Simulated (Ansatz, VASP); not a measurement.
# Cross-check of PtS2 between VASP and Ansatz

Aim: how closely do two programs agree when they are given the same cell, functional and k mesh? The cell is taken from a series of runs on this material, whose earlier steps may have relaxed or scaled it; both programs get it as it stands.

Program: Ansatz 0.2.0. Level of theory: plane waves, with VASP 6.6.1 beside it; single point at LDA. Results are calculated unless marked as measured.

**1. The starting structure**

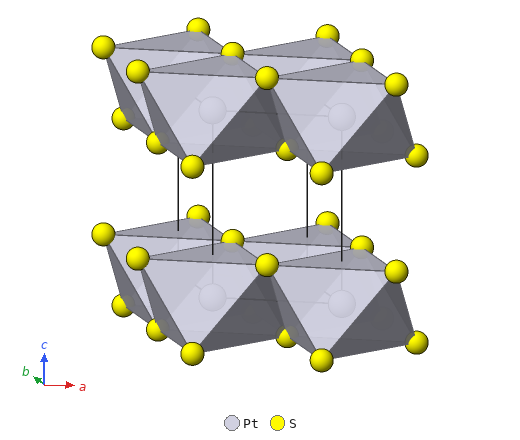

The cell as given, slightly off an axis (platinum light grey, sulfur yellow). Some periodic images of atoms are drawn too.

**2. Ansatz: single point, LDA**

Ansatz runs on its default PAW (the set named soft_2) files.

With cell and atoms fixed, the geometry can't cause a difference; cores, projectors, grids and the points listed under the comparison can.

input.yaml reads:

```yaml
crystal:
  lattice:
    - [3.5432, 0.0, 0.0]
    - [-1.7716, 3.0685012107, 0.0]
    - [0.0, 0.0, 5.0388]
  atoms:
    - { symbol: Pt, position: [0.0, 0.0, 0.0] }
    - { symbol: S, position: [0.6666666667, 0.3333333333, 0.773] }
    - { symbol: S, position: [0.3333333333, 0.6666666667, 0.227] }
kpoints:
  mp_grid: { grid: [8, 8, 5] }
  band_path:
    path:
      - [[0.0, 0.0, 0.0], [0.5, 0.0, 0.0], [0.33333333, 0.33333333, 0.0], [0.0, 0.0, 0.0], [0.0, 0.0, 0.5], [0.5, 0.0, 0.5], [0.33333333, 0.33333333, 0.5], [0.0, 0.0, 0.5]]
      - [[0.5, 0.0, 0.5], [0.5, 0.0, 0.0]]
      - [[0.33333333, 0.33333333, 0.0], [0.33333333, 0.33333333, 0.5]]
    npoints: 5
scf:
  occupations: { method: fermi_dirac, width: 0.05 }
  n_extra_bands: 7
hamiltonian:
  xc: lda
  pseudopotentials: { kind: paw }
output:
  forces: true
  stress: true
  populations: true
  write_bands: true
```

Launch:

```
$ ansatz run input.yaml --threads 4 --pin off --max-ram 8192MiB --backend cpu --events-out ev --progress --plain --runs-dir out
```

Numbers of over 12 decimals in the logs are rounded to 6 here.

Output:

```text
scf.n_extra_bands = 7 over 15 filled bands (N_el = 30.0): the run solves 22 bands
Engine: ansatz 0.2.0, x86_64-unknown-linux-gnu
Pseudopotentials: kind: paw
Pseudopotential: Pt, paw, valence charge 18, recommended cutoff 420 eV (normal), Pt.paw.azcp
Pseudopotential: S, paw, valence charge 6, recommended cutoff 420 eV (normal), S.paw.azcp
Functional definition: SPW92
  exchange = slater_x
  correlation = pw_c
Crystal: 3 atoms, lattice volume = 54.783 Å³
Basis set: ecut = 420 eV, 1043 PW (Γ)
Bands: 22, of which v1, the nominal top of the filled ones, is band 15 counted from 1 (14 counted from 0)
Symmetry: 12 space group operations
Space group: P-3m1 (ITA 164), of the structure as read, at distance tolerance 3.8e-5 Å
k-points: 40 of 320
Non-local potential: Pt, projectors of the file, l = 0: 3, l = 1: 2, l = 2: 2, l = 3: 1
Non-local potential: S, projectors of the file, l = 0: 2, l = 1: 2, l = 2: 2
PAW form: soft (Blöchl's): semilocal exchange-correlation on the pseudo side does not see the compensation charge
PAW frozen core: Pt, regenerated for the run's functional, and the local potential with it (the file was generated under x = pbe(κ = 0.804, μ = 0.219515), c = pbe(β = 0.066725))
PAW frozen core: S, regenerated for the run's functional, and the local potential with it (the file was generated under x = pbe(κ = 0.804, μ = 0.219515), c = pbe(β = 0.066725))
PAW one-centre angular grid: Pt, 590 points (default); XC on 64 Gauss nodes
PAW one-centre angular grid: S, 110 points (default); XC on 64 Gauss nodes
Initial density: superposition of atomic densities (neutral atoms: chi_scale 0, normalization atom), corrected by the library's trained network
Initial wavefunctions: pseudopotential atomic-orbital guess
Functional: x = slater, c = lda
SCF iter   1: F=—  HF=-13985.307333 eV  |F-HF|=—  |Δ(HF+E_count)|=         —  Δρ=6.29e-3  dr2=2.30e-2  ethr=1.77e-3  ⟨swp⟩=5.8  Hψ=4554  notcnv=0  defer=24
preconditioner: auto → Resta (q_TF=auto, 2.468 Å⁻¹)  ε∞=4.8  [insulator: Δε(μ)=0.823 eV  Ē_g=11.998 eV  σ=0.050 eV  W_gap=1.00  n_scr=20 (ndim 8)  ℏωp=23.5 eV  f_vac=0.021  D(μ)=0.00/eV (n_scr^D=0)  ε∞_Penn≈4.8]
SCF iter   2: F=—  HF=-13985.303419 eV  |F-HF|=—  |Δ(HF+E_count)|=   3.91e-3  Δρ=3.28e-3  dr2=3.60e-3  ethr=7.66e-5  ⟨swp⟩=1.2  Hψ=1215  notcnv=0  defer=40
SCF iter   3: F=—  HF=-13985.302677 eV  |F-HF|=—  |Δ(HF+E_count)|=   7.42e-4  Δρ=1.26e-3  dr2=8.47e-4  ethr=1.20e-5  ⟨swp⟩=2.3  Hψ=1244  notcnv=0  defer=40
SCF iter   4: F=—  HF=-13985.302559 eV  |F-HF|=—  |Δ(HF+E_count)|=   1.18e-4  Δρ=2.85e-4  dr2=4.65e-5  ethr=2.82e-6  ⟨swp⟩=2.4  Hψ=1045  notcnv=0  defer=40
SCF iter   5: F=—  HF=-13985.302561 eV  |F-HF|=—  |Δ(HF+E_count)|=   1.52e-6  Δρ=5.95e-5  dr2=2.43e-6  ethr=1.55e-7  ⟨swp⟩=2.1  Hψ=1147  notcnv=0  defer=40
SCF iter   6: F=—  HF=-13985.302561 eV  |F-HF|=—  |Δ(HF+E_count)|=   9.14e-8  Δρ=1.54e-5  dr2=1.55e-7  ethr=8.11e-9  ⟨swp⟩=2.0  Hψ=1190  notcnv=0  defer=40
SCF iter   7: F=-13985.302561 eV  HF=-13985.302561 eV  |F-HF|=7.97e-10  |Δ(HF+E_count)|=   7.64e-8  Δρ=3.40e-6  dr2=9.75e-9  ethr=3.33e-10  ⟨swp⟩=8.8  Hψ=3793  notcnv=0
SCF 1 converged in 7 iterations: F = -13985.302561 eV  dr2 = 9.75e-9
  greatest PAW one-centre occupation: 1.000 electrons in one spin orbital (limit 2), on the Pt atom at site 0 (counted from 0), in its partial waves of l = 0
NSCF: frozen V_eff on 48 k-points
SCF converged after 7 iterations
Free energy (F): -13985.302561 eV
Harris-Foulkes:  -13985.302561 eV  (|F-HF|=7.97e-10)
Internal energy: -13985.302545 eV  (E = F + TS)
E sigma→0 (E₀):  -13985.302553 eV
Entropy (-TS):   -0.000016 eV (-0.005 meV/atom)
Fermi energy:    11.129099 eV
--- Per-component energies (eV) ---
  E_band       = -328.550641
  E_kinetic    = 855.553719
  E_local      = -3150.342603  (includes V_loc(G=0)·N_el)
  E_nonlocal   = 264.309744
  E_hartree    = 1243.912527
  E_xc         = -454.472124
  E_vxc        = -480.269317  (∫ρ·V_xc dr)
  E_paw        = -10314.829858  (= ΣΔE_a)
  E_vpaw       = -305.628493  (= ΣTr[D̂ρ^β])
  E_aug_tail   = 0.000161  (compensation charges beyond the density's cutoff)
  E_ewald      = -2430.204375
  E_core_change = 0.770265  (= ΣΔE_core)
  E_smearing   = -0.000016  (= −TS)
  E_closure    = 0.000000  (closes the sum)
  Σ components = -13985.302561   (vs F -13985.302561, Δ=0.00e0)
--- Forces (eV/Å), atoms counted from 1 ---
  atom   1  Pt    -0.00000000     0.00000000     0.00000000
  atom   2  S      0.00000000    -0.00000000    -0.80630671
  atom   3  S     -0.00000000     0.00000000     0.80630671
  max |Σ_I F_I| component: 2.22e-16 eV/Å
--- Stress (GPa, compression-positive) ---
        3.716027       0.000000       0.000000
        0.000000       3.716027       0.000000
        0.000000       0.000000       3.338098
  P = ⅓ Tr σ = 3.5901 GPa (35.901 kbar)
--- Band table (eV; the first three rows and the last of 40) ---
  k-point 0: bands = [... 11 lower, 8.9104, 9.5845, 9.5845, 10.5909, 13.1458, 13.1458, 15.3351, 16.1995, ... 3 higher]
  k-point 1: bands = [... 11 lower, 8.7542, 9.5172, 9.5172, 10.2526, 13.3057, 13.3057, 15.4471, 16.8364, ... 3 higher]
  k-point 2: bands = [... 11 lower, 8.2769, 9.4136, 9.4136, 9.8657, 13.5791, 13.5791, 15.9092, 17.7105, ... 3 higher]
  k-point 39: bands = [... 11 lower, 7.1754, 7.3339, 8.7586, 8.9932, 12.5496, 12.9870, 17.2388, 17.9583, ... 3 higher]
--- Löwdin populations: 3 sites ---
  site symbol       q [e]
     0     Pt     17.3514
     1      S      6.1963
     2      S      6.1963
  spilling = 0.008531 (of n_electrons = 30.000000)
```

In the SCF lines HF is the Harris–Foulkes energy and dr2 the Hartree energy of the density residual, in eV; the loop may stop once dr2 is under the threshold and the program's other checks hold. Hψ counts applications of the Hamiltonian.

**3. VASP: single point, LDA**

The same cell, functional (in two slightly different forms), mesh and smearing now go to VASP, with its own data sets and cutoff.

Lines of VASP's logs that name or quote its potential files are left out, and so is its time.

INCAR reads:

```
SYSTEM = PtS2
PREC = Accurate
ENCUT = 400
EDIFF = 1E-06
NELM = 100
ISMEAR = -1
SIGMA = 0.05
LREAL = .FALSE.
ALGO = Normal
GGA = CA
NBANDS = 17
LASPH = .TRUE.
LORBIT = 11
LWAVE = .FALSE.
LCHARG = .FALSE.
KPAR = 2
ISIF = 2
```

POSCAR reads:

```
PtS2
1.0
    3.5432000000      0.0000000000      0.0000000000
   -1.7716000000      3.0685012107      0.0000000000
    0.0000000000      0.0000000000      5.0388000000
Pt S
1 2
Direct
    0.0000000000      0.0000000000      0.0000000000
    0.6666666667      0.3333333333      0.7730000000
    0.3333333333      0.6666666667      0.2270000000
```

KPOINTS reads:

```
Automatic mesh
0
Gamma
8 8 5
0 0 0
```

Potentials, in the order of the species: Pt and S (LDA family, release 64).

Launch:

```
$ mpirun -np 2 vasp_std
```

Output:

```text
[banner, memory and clock lines left out]
running    2 mpi-ranks, on    1 nodes
 distrk:  each k-point on    1 cores,    2 groups
 distr:  one band on    1 cores,    1 groups

 POSCAR found type information on POSCAR PtS
 POSCAR found :  2 types and       3 ions
 LDA part: xc-table for (Slater(with rela. corr.)+CA(PZ))
 , standard interpolation
 POSCAR, INCAR and KPOINTS ok, starting setup
 FFT: planning ... GRIDC
 FFT: planning ... GRID_SOFT
 FFT: planning ... GRID
 WAVECAR not read
 entering main loop
       N       E                     dE             d eps       ncg     rms          rms(c)
DAV:   1     0.906691777624E+02    0.90669E+02   -0.90792E+03  1424   0.929E+02
DAV:   2    -0.154689385583E+02   -0.10614E+03   -0.10302E+03  1723   0.204E+02
DAV:   3    -0.194963654562E+02   -0.40274E+01   -0.40073E+01  1682   0.416E+01
DAV:   4    -0.195367149877E+02   -0.40350E-01   -0.40333E-01  1808   0.461E+00
DAV:   5    -0.195373978029E+02   -0.68282E-03   -0.68276E-03  1765   0.566E-01    0.201E+01
DAV:   6    -0.183740134223E+02    0.11634E+01   -0.67172E+00  1392   0.251E+01    0.123E+01
DAV:   7    -0.181634195986E+02    0.21059E+00   -0.12236E+00  1415   0.113E+01    0.604E+00
DAV:   8    -0.181269751211E+02    0.36444E-01   -0.67924E-02  1534   0.204E+00    0.107E+00
DAV:   9    -0.181229203091E+02    0.40548E-02   -0.10623E-02  1586   0.102E+00    0.241E-01
DAV:  10    -0.181229910215E+02   -0.70712E-04   -0.12549E-03  1700   0.240E-01    0.111E-01
DAV:  11    -0.181229938480E+02   -0.28265E-05   -0.55953E-05  1748   0.690E-02    0.344E-02
DAV:  12    -0.181229913311E+02    0.25169E-05   -0.10080E-05  1585   0.322E-02    0.689E-03
DAV:  13    -0.181229911889E+02    0.14210E-06   -0.10399E-06   824   0.746E-03
   1 F= -.18122991E+02 E0= -.18122984E+02  d E =-.147408E-04
```

From OUTCAR (step 3):

```text
ion  position               nearest neighbor table
   1  0.000  0.000  0.000-   2 2.34   3 2.34   2 2.34   3 2.34   2 2.34   3 2.34
   2  0.667  0.333  0.773-   1 2.34   1 2.34   1 2.34
   3  0.333  0.667  0.227-   1 2.34   1 2.34   1 2.34

  LATTYP: Found a hexagonal cell.
 ALAT       =     3.5432000000
 C/A-ratio  =     1.4221043125

 Subroutine GETGRP returns: Found 12 space group operations
 (whereof 12 operations were pure point group operations)

The static configuration has the point symmetry D_3d.

 Found     40 irreducible k-points:

   k-points           NKPTS =     40   k-points in BZ     NKDIM =     40   number of bands    NBANDS=     17

   dimension x,y,z NGX =    24 NGY =   24 NGZ =   36
   dimension x,y,z NGXF=    48 NGYF=   48 NGZF=   72

   ENCUT  =  400.0 eV  29.40 Ry    5.42 a.u.   5.78  5.78  8.22*2*pi/ulx,y,z

   NELECT =      22.0000    total number of electrons

 k-points in reciprocal lattice and weights: Automatic mesh
   0.00000000  0.00000000  0.00000000       0.003
   0.12500000  0.00000000  0.00000000       0.019
   0.25000000  0.00000000  0.00000000       0.019
   0.37500000  0.00000000  0.00000000       0.019
   0.50000000  0.00000000  0.00000000       0.009
   0.12500000  0.12500000  0.00000000       0.019
   0.25000000  0.12500000  0.00000000       0.038
   0.37500000  0.12500000  0.00000000       0.038
   0.25000000  0.25000000  0.00000000       0.019
[...]
0.25000000  0.25000000  0.40000000       0.038
   0.37500000  0.25000000  0.40000000       0.038

 average (electrostatic) potential at core
       1 -68.6040       2 -85.8762       3 -85.8762

 E-fermi :   7.0152

 k-point     1 :       0.0000    0.0000    0.0000
  band No.  band energies     occupation
    ...
      7       2.5887      2.00000
      8       4.8030      2.00000
      9       5.4729      2.00000
     10       5.4729      2.00000
     11       6.4772      1.99996
     12       9.0304      0.00000
     13       9.0304      0.00000
     14      11.2490      0.00000
     15      12.1317      0.00000
     16      14.4426      0.00000
    ...

 k-point     2 :       0.1250    0.0000    0.0000
  band No.  band energies     occupation
    ...
      7       2.4398      2.00000
      8       4.2293      2.00000
      9       5.4262      2.00000
     10       5.4695      2.00000
     11       6.5711      1.99972
     12       8.2743      0.00000
     13       8.8846      0.00000
     14      12.1410      0.00000
     15      12.8868      0.00000
     16      14.1037      0.00000
    ...

 k-point     3 :       0.2500    0.0000    0.0000
  band No.  band energies     occupation
    ...
      7       2.2509      2.00000
      8       3.5472      2.00000
      9       5.0895      2.00000
     10       5.0965      2.00000
     11       5.9258      2.00000
     12       8.0782      0.00000
     13       8.9130      0.00000
     14      12.0303      0.00000
     15      14.1499      0.00000
     16      15.0595      0.00000
    ...

  Total        1.2488918      1.2488918      1.1317464      0.0000000      0.0000000      0.0000000
  in kB       36.5246706     36.5246706     33.0986757      0.0000000      0.0000000      0.0000000
  external PRESSURE =      35.3826723 kB  Pullay stress =       0.0000000 kB

  energy-cutoff  :      400.00
  volume of cell :       54.78
      direct lattice vectors                 reciprocal lattice vectors
     3.543200000  0.000000000  0.000000000     0.282230752  0.162946001  0.000000000
    -1.771600000  3.068501211  0.000000000     0.000000000  0.325892001  0.000000000
     0.000000000  0.000000000  5.038800000     0.000000000  0.000000000  0.198459951

 POSITION                                       TOTAL-FORCE (eV/Angst)
 -----------------------------------------------------------------------------------
      0.00000      0.00000      0.00000        -0.000000     -0.000000     -0.000000
      1.77160      1.02283      3.89499        -0.000000      0.000000     -0.805436
     -0.00000      2.04567      1.14381         0.000000     -0.000000      0.805436
 -----------------------------------------------------------------------------------
    total drift:                                0.000000     -0.000000     -0.000000

  FREE ENERGIE OF THE ION-ELECTRON SYSTEM (eV)
  ---------------------------------------------------
  free  energy   TOTEN  =       -18.1229911889 eV

  energy  without entropy=      -18.1229764482  energy(sigma->0) =      -18.12298382

 total charge
# of ion       s       p       d       tot
------------------------------------------
    1        0.733   0.867   8.047   9.646
    2        1.358   2.289   0.000   3.647
    3        1.358   2.289   0.000   3.647
--------------------------------------------------
tot          3.450   5.444   8.047  16.940

[... 3 further parts left out ...]
```

The run ends at a pressure of 3.54 GPa, with forces up to 0.81 eV/Å.

**4. Side by side**

Known differences besides the PAW data sets themselves: the two LDA forms differ slightly; the data sets hold 30 valence electrons in Ansatz (default PAW (the set named soft_2) files) and 22 in VASP; the cutoff is 420 eV in Ansatz and 400 eV in VASP; Ansatz makes its cores anew for this functional, VASP keeps those of its LDA data sets. Total energies have different zeros and are not compared.

Compared:

```csv
quantity,Ansatz,VASP,difference
pressure (GPa),3.59,3.54,+0.05
gap on the k mesh (eV),0.855,0.863,-0.008
```

Forces (eV/Å; atoms numbered as in POSCAR):

```csv
atom,"Ansatz x, y, z","VASP x, y, z"
Pt1,"0.000, 0.000, 0.000","0.000, 0.000, 0.000"
S2,"0.000, 0.000, -0.806","0.000, 0.000, -0.805"
S3,"0.000, 0.000, 0.806","0.000, 0.000, 0.805"
```

The forces differ by 0.4 meV/Å r.m.s., which is 0.1 % of the r.m.s. force of 0.38 eV/Å (both taken over all components).

**5. Results**

```
r.m.s. force difference (single point, LDA) : 0.11 % of the r.m.s. force
```

The r.m.s. force difference is 0.11 % of the r.m.s. force (single point, LDA), within the 3 % picked in this series as the mark of a large difference. Differences of this kind measure data sets and numerical settings, not the functional's error against experiment.

[Lines on the potential files, build, host, timing and source positions are cut from VASP's logs without a mark.]

[Logs are printed without paths, hosts, clocks, repeated set-up lines and the standing remarks that a program may print on its own settings, such as how far it seeks lower states.]

[Hosts, paths, dates, database ids (printed as entryN), source tags and the programs' standing remarks are cut or masked in the printed files.]
